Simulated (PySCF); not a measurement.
C₇H₁₄Si

```json
{"atom": "C", "x (Å)": "3.3931", "y (Å)": "-0.1338", "z (Å)": "-1.0098"}
{"atom": "C", "x (Å)": "2.5045", "y (Å)": "-0.8668", "z (Å)": "-0.3381"}
{"atom": "C", "x (Å)": "1.6996", "y (Å)": "-0.4025", "z (Å)": "0.8326"}
{"atom": "C", "x (Å)": "0.1885", "y (Å)": "-0.4665", "z (Å)": "0.5966"}
{"atom": "C", "x (Å)": "-0.6190", "y (Å)": "-0.0967", "z (Å)": "1.8485"}
{"atom": "C", "x (Å)": "-2.1153", "y (Å)": "-0.0945", "z (Å)": "1.5051"}
{"atom": "Si", "x (Å)": "-2.1530", "y (Å)": "0.6115", "z (Å)": "-0.2596"}
{"atom": "C", "x (Å)": "-0.2881", "y (Å)": "0.4327", "z (Å)": "-0.5584"}
{"atom": "H", "x (Å)": "3.9425", "y (Å)": "-0.5436", "z (Å)": "-1.8616"}
{"atom": "H", "x (Å)": "3.6065", "y (Å)": "0.9032", "z (Å)": "-0.7298"}
{"atom": "H", "x (Å)": "2.3218", "y (Å)": "-1.9009", "z (Å)": "-0.6609"}
{"atom": "H", "x (Å)": "1.9822", "y (Å)": "0.6318", "z (Å)": "1.0961"}
{"atom": "H", "x (Å)": "1.9426", "y (Å)": "-1.0302", "z (Å)": "1.7100"}
{"atom": "H", "x (Å)": "-0.0692", "y (Å)": "-1.5132", "z (Å)": "0.3401"}
{"atom": "H", "x (Å)": "-0.3859", "y (Å)": "-0.7789", "z (Å)": "2.6834"}
{"atom": "H", "x (Å)": "-0.3092", "y (Å)": "0.9129", "z (Å)": "2.1761"}
{"atom": "H", "x (Å)": "-2.5058", "y (Å)": "-1.1261", "z (Å)": "1.4870"}
{"atom": "H", "x (Å)": "-2.7205", "y (Å)": "0.4635", "z (Å)": "2.2349"}
{"atom": "H", "x (Å)": "-2.6198", "y (Å)": "2.0324", "z (Å)": "-0.3270"}
{"atom": "H", "x (Å)": "-3.0016", "y (Å)": "-0.1927", "z (Å)": "-1.1946"}
{"atom": "H", "x (Å)": "0.1884", "y (Å)": "1.4259", "z (Å)": "-0.4736"}
{"atom": "H", "x (Å)": "-0.0078", "y (Å)": "0.0352", "z (Å)": "-1.5448"}
```

Geometry: PBE0-D3(BJ)/def2-SVP.

Level of theory: PBE0/pcSseg-1, SCF density, gas phase, non-relativistic in PySCF 2.14.0.

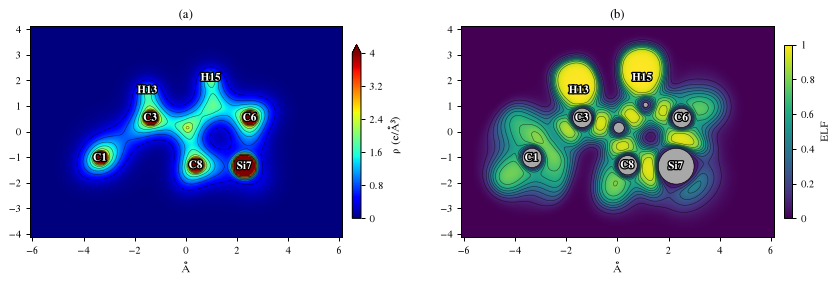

Figure 1. (a) electron density; (b) electron localisation function on the plane of atoms C6, Si7 and C8. Grey discs cover the atomic cores in the ELF map.

Question: Read the bonding off the picture.

Answer:
- The section cuts through C, Si and H sites.
- C–Si (1.90 Å): ρ is about 0.92 e/Å³ halfway; the ELF peaks at about 0.95 between the atoms, as expected for localised, covalent bonding.
- C–H (1.11 Å): ρ at the midpoint is about 1.9 e/Å³; the ELF climbs to about 1 towards the hydrogen, as it does in any bond to H (an ordinary covalent bond to hydrogen).

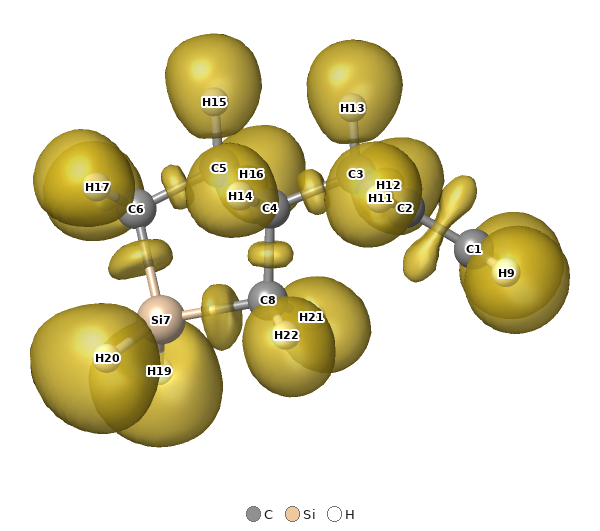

Figure 2. Isosurface of the electron localisation function at 0.85 (yellow), seen at a tilt. Only the valence region is drawn (cores and ρ < 0.01 e/Å³ removed).

Question: Identify the bonds, lone pairs and shells in this picture.

Answer: The ELF exceeds this value in six regions between bonded C–C atoms (shared pairs), two regions between bonded C–Si atoms (shared pairs) and 14 regions around hydrogen nuclei. Profiles from the grid: C–C (1.33 Å): the ELF peaks at about 0.90 between the atoms: a short, multiple covalent bond.

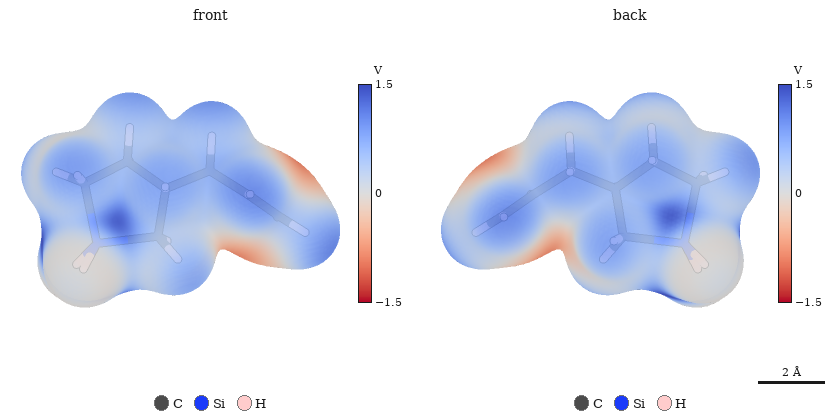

Figure 3. The electrostatic potential painted on the density surface at 0.004 e/bohr³, seen from the front and from behind; red is negative and blue positive.

Question: Describe the electrostatic potential map.

Answer: The most negative region (about −0.8 V) lies over the π face of C1 and C2, the most positive (about +1.4 V) over Si7.
